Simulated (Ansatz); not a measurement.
Formation energy of the localised charge states of O vacancy (broken-bond start) in alpha quartz (start: the O site; a neighbour pushed 0.95 Å away from the vacancy; 243-site cell, Γ-point sampling) against the Fermi level, Si-rich (Δμ(O) = -4.16 eV; only phases computed here count, gases as isolated molecules at 0 K). Calculation: PBE, PAW (plane waves to 420 eV; Ansatz, a quantum-chemistry and plane-wave program).

Charges with a result: +2, +1, 0. Others weren't obtained, and one of them could lie lower, also by skipping a charge.

Set-up: 243-site cell; Γ-point k-points; host gap 5.68 eV; charged states image-corrected; not converged in cell size; flagged in the runs: a host whose relaxation on this sampling wasn't shown to rest, a strain field that reaches the edge of the cell, zone-centre sampling.

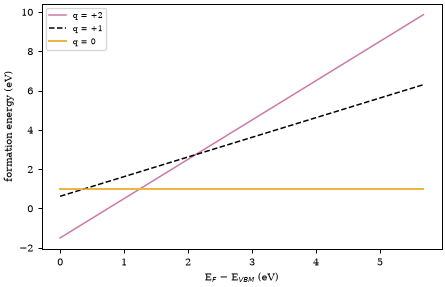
*Formation energy of each charge state against the Fermi level*

Crossings of the lowest lines: (+2/0) at 1.26 eV. At the valence-band maximum: q = +2: -1.50 eV; q = +1: 0.62 eV; q = 0: 1.01 eV.
